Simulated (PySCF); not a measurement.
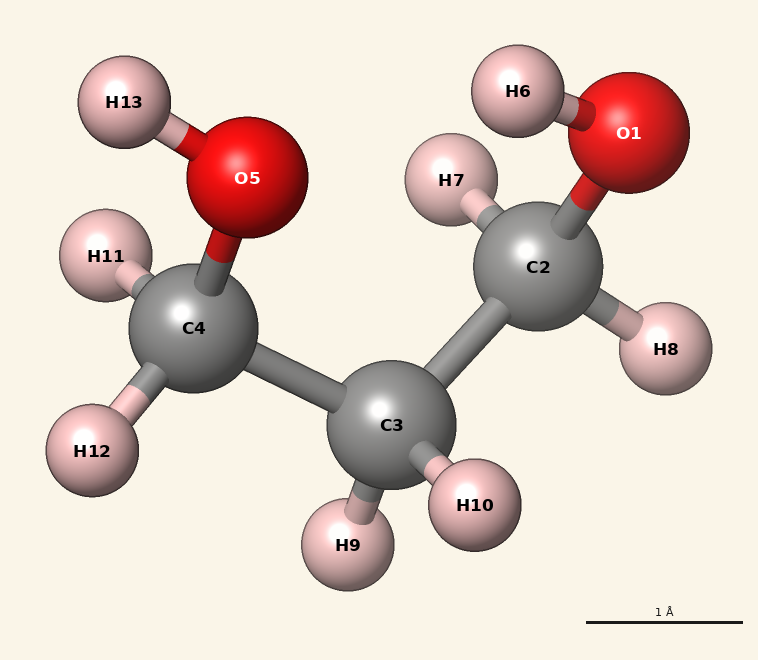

Computed geometry: PBE0-D3(BJ)/def2-SVP optimisation. No frequency run is at hand to confirm it as a minimum.

Find the hydrogen bonds (donors O, N, F, S or Cl) and give their geometry.

| D–H···A | D–H (Å) | H···A (Å) | angle (°) | kind |
| --- | --- | --- | --- | --- |
| O1–H6···O5 | 0.97 | 1.92 | 142 | intramolecular |
